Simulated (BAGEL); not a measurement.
# CH4OZn (SMILES [CH3][Zn][OH]), step by step

Wanted: a single-point energy (HF/6-31G*), then a single-point energy (NEVPT2(2,2)/6-31G*), then a single-point energy (CASPT2(2,2)/6-31G*) of CH4OZn. 

Program for the calculation: BAGEL 1.2.2.

2 further runs of the same task are left out: 2 set aside as unsound or not needed.

## (1) Starting point

CH4OZn: 7 atoms, total charge 0, spin state singlet. As SMILES, `[CH3][Zn][OH]`. The coordinates come from a PBE0-D4/def2-TZVP relaxation.

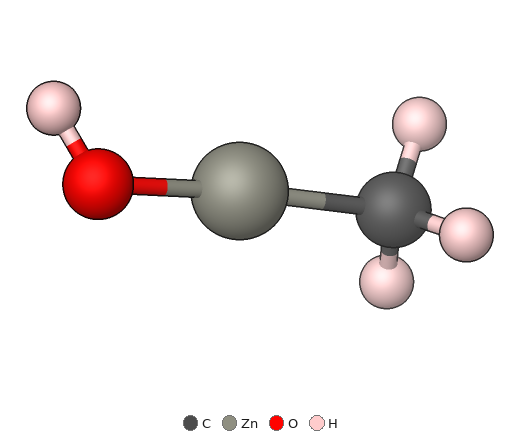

Viewed from a chosen angle; carbon dark grey, zinc grey, oxygen red, hydrogen pink.

## (2) The energy at HF/6-31G(d) (density fitting with svp-jkfit, spherical functions) (run 1)

hf.json

```json
{ "bagel" : [

{
  "title" : "molecule",
  "basis" : "6-31gs.json",
  "df_basis" : "svp-jkfit",
  "angstrom" : true,
  "geometry" : [
    { "atom" : "C", "xyz" : [      -0.983989,       0.656335,      -0.330129 ] },
    { "atom" : "Zn", "xyz" : [       0.573511,      -0.400765,       0.047271 ] },
    { "atom" : "O", "xyz" : [       2.028711,      -1.399765,       0.276371 ] },
    { "atom" : "H", "xyz" : [      -1.755789,       0.047735,      -0.805729 ] },
    { "atom" : "H", "xyz" : [      -0.734800,       1.481900,      -0.999900 ] },
    { "atom" : "H", "xyz" : [      -1.396989,       1.075035,       0.589971 ] },
    { "atom" : "H", "xyz" : [       2.330411,      -1.528465,       1.176271 ] }
  ]
},

{ "title" : "hf" },

{ "title" : "print", "file" : "orbitals.molden", "orbitals" : true }

]}
```

The basis set 6-31G* is read from a file made from the Basis Set Exchange's data (not shown).

Started as:

```console
$ BAGEL_NUM_THREADS=1 BAGEL hf.json > hf.out
```

Log:

```text
* using 1 threads per process

  ===============================================================
  ===============================================================

  *** Geometry ***

  { "atom" : "C", "xyz" : [     -1.859470,      1.240293,     -0.623853 ] },
  { "atom" : "Zn", "xyz" : [      1.083779,     -0.757336,      0.089329 ] },
  { "atom" : "O", "xyz" : [      3.833708,     -2.645172,      0.522265 ] },
  { "atom" : "H", "xyz" : [     -3.317960,      0.090206,     -1.522607 ] },
  { "atom" : "H", "xyz" : [     -1.388571,      2.800385,     -1.889537 ] },
  { "atom" : "H", "xyz" : [     -2.639927,      2.031522,      1.114884 ] },
  { "atom" : "H", "xyz" : [      4.403839,     -2.888380,      2.222830 ] },

  Number of auxiliary basis functions:      488

  Since a DF basis is specified, we compute 2- and 3-index integrals:
    o Being stored without compression. Storage requirement is 0.019 GB

  Number of basis functions:       70
  Number of electrons      :       48

    * METHOD: MOLECULE                             0.39

  *** RHF ***

  === Nuclear Repulsion ===
   171.5617542539

      * DIIS with orbital gradients will be used.

  === RHF iteration (6-31gs.json) ===
      0      -1892.33109686          0.02378964           0.10
      1      -1892.44629133          0.01721699           0.09
      2      -1892.54805306          0.00164983           0.09
[... 10 lines of this table left out ...]
     13      -1892.54961954          0.00000001           0.09
    * SCF iteration converged.

    * Permanent dipole moment:
           (    0.439721,    -0.358636,    -0.546243) a.u.

    * METHOD: HF                                   1.65

    * METHOD: PRINT                                0.02

  ===============================================================
```

Wall time 2.4 s (1 thread of Intel Xeon Platinum 8259CL at 2.50GHz (Skylake/Cascade Lake), shared host); peak memory 0.15 GiB.

## (3) The energy at NEVPT2(2,2)/6-31G(d) (density fitting with svp-jkfit, spherical functions) (run 2)

nevpt2.json

```json
{ "bagel": [

{
  "title": "molecule",
  "basis": "6-31gs.json",
  "df_basis": "svp-jkfit",
  "angstrom": true,
  "geometry": [
    { "atom": "C", "xyz": [      -0.983989,       0.656335,      -0.330129 ] },
    { "atom": "Zn", "xyz": [       0.573511,      -0.400765,       0.047271 ] },
    { "atom": "O", "xyz": [       2.028711,      -1.399765,       0.276371 ] },
    { "atom": "H", "xyz": [      -1.755789,       0.047735,      -0.805729 ] },
    { "atom": "H", "xyz": [      -0.734800,       1.481900,      -0.999900 ] },
    { "atom": "H", "xyz": [      -1.396989,       1.075035,       0.589971 ] },
    { "atom": "H", "xyz": [       2.330411,      -1.528465,       1.176271 ] }
  ]
},

{
  "title": "hf",
  "charge": 0
},

{
  "title": "nevpt2",
  "nstate": 1,
  "nact": 2,
  "nclosed": 23,
  "charge": 0,
  "nspin": 0,
  "active": [20, 30],
  "maxiter": 200,
  "natocc": true,
  "ncore": 7
},

{
  "title": "print",
  "file": "orbitals.molden",
  "orbitals": true
}

]}
```

The basis set 6-31G* is read from a file made from the Basis Set Exchange's data (not shown).

Started as:

```console
$ BAGEL_NUM_THREADS=1 BAGEL nevpt2.json > nevpt2.out
```

Log:

```text
* using 1 threads per process

  ===============================================================
  ===============================================================

  *** Geometry ***

[... 31 lines left out ...]
    * SCF iteration converged.
[... 1 line left out ...]
    * Permanent dipole moment:
[... 28 lines left out ...]
    * Second-order optimization converged. *
[... 9 lines left out ...]
     * ci vector, state   0, <S^2> = 0.0000
       2.     0.9975512721
       .2    -0.0699389701

  === DF-NEVPT2 calculation ===

    * 3-index integral transformation done
    * assembly done

      NEVPT2 correlation energy:   -0.6223347217      0.26

          (+0)     -0.5570478076
          (+0)'    -0.0284677777
          (+1)     -0.0036363460
          (+1)'    -0.0000000000
          (+2)     -0.0008808209
          (-1)     -0.0261863399
          (-1)'     0.0000000000
          (-2)     -0.0061156297

      NEVPT2 total energy:       -1893.1799750544

    * METHOD: NEVPT2                               5.50

    * METHOD: PRINT                                0.02

  ===============================================================
```

Run time: 8.4 s. Hardware: 1 thread of Intel Xeon Platinum 8259CL at 2.50GHz (Skylake/Cascade Lake), shared host; peak memory 0.15 GiB.

## (4) A single-point energy at CASPT2(2,2)/6-31G(d) (density fitting with svp-jkfit, spherical functions) (run 3)

input.json

```json
{ "bagel": [

{
  "title": "molecule",
  "basis": "6-31gs.json",
  "df_basis": "svp-jkfit",
  "angstrom": true,
  "geometry": [
    { "atom": "C", "xyz": [      -0.983989,       0.656335,      -0.330129 ] },
    { "atom": "Zn", "xyz": [       0.573511,      -0.400765,       0.047271 ] },
    { "atom": "O", "xyz": [       2.028711,      -1.399765,       0.276371 ] },
    { "atom": "H", "xyz": [      -1.755789,       0.047735,      -0.805729 ] },
    { "atom": "H", "xyz": [      -0.734800,       1.481900,      -0.999900 ] },
    { "atom": "H", "xyz": [      -1.396989,       1.075035,       0.589971 ] },
    { "atom": "H", "xyz": [       2.330411,      -1.528465,       1.176271 ] }
  ]
},

{
  "title": "hf"
},

{
  "title": "casscf",
  "nstate": 1,
  "nact": 2,
  "nclosed": 23,
  "active": [20, 30],
  "maxiter": 200,
  "natocc": true
},

{
  "title": "print",
  "file": "orbitals.molden",
  "orbitals": true
},

{
  "title": "smith",
  "method": "caspt2",
  "ms": true,
  "xms": true,
  "sssr": true,
  "shift": 0.2,
  "shift_imag": true,
  "ncore": 7
}

]}
```

The basis set 6-31G* is read from a file made from the Basis Set Exchange's data (not shown).

Started as:

```console
$ BAGEL_NUM_THREADS=1 BAGEL input.json > input.out
```

Log:

```text
* using 1 threads per process

  ===============================================================
  ===============================================================

  *** Geometry ***

[... 33 lines left out ...]
    * Permanent dipole moment:
[... 37 lines left out ...]
     * ci vector, state   0, <S^2> = 0.0000
[... 21 lines left out ...]
       #      aibj      arbs      arbi      airj      risj      airs      arst      rist         Etot      error   time
[... 9 lines left out ...]
      ------------------------------------------------------------------------------------------------------------------

    * CASPT2 energy : state  0    -1893.1773940282
        w/o shift correction      -1893.1753905539
        reference weight              0.8659415869

    * METHOD: SMITH                                1.45

  ===============================================================
```

Wall time 9 s (1 thread of Intel Xeon Platinum 8259CL at 2.50GHz (Skylake/Cascade Lake), shared host); peak memory 0.19 GiB.

## (5) What came out

| quantity | value |
| --- | --- |
| run 1, HF/6-31G*: total energy | -1892.54962 Eh |
| run 1, HF/6-31G*: dipole moment | 2.00 D |
| run 1, HF/6-31G*: HOMO energy | -10.80 eV |
| run 1, HF/6-31G*: LUMO energy | 2.28 eV |
| run 1, HF/6-31G*: HOMO–LUMO gap | 13.08 eV |
| run 2, NEVPT2(2,2)/6-31G*: total energy | -1893.17998 Eh |
| run 3, CASPT2(2,2)/6-31G*: total energy | -1893.17739 Eh |
